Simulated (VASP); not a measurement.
Band structure of BeS (relaxed from the alpha-GeTe structure, space group F-43m). Computed with r2SCAN meta-GGA, VASP's PBE PAW potentials (set 64) (plane waves; VASP).

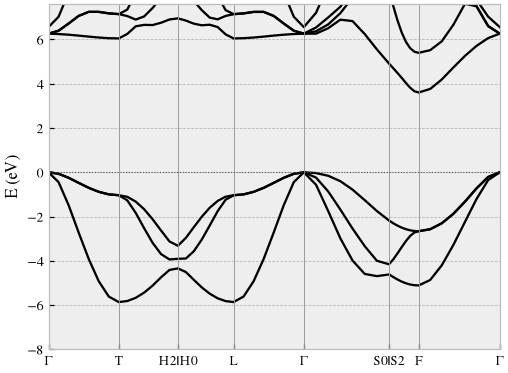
*Bands along high-symmetry lines, zero at the valence-band maximum or, without a gap, the Fermi level*

Problem. Read the plot: is there a gap, and where are the band edges?

Solution. The gap is indirect, 3.60 eV, from the valence maximum at Γ to the conduction minimum at F.

The structure was generated: BeS was put into the alpha-GeTe type (R3m), which need not be its known phase. It was relaxed first, which changed the volume by +28 %. The relaxed cell has space group F-43m.
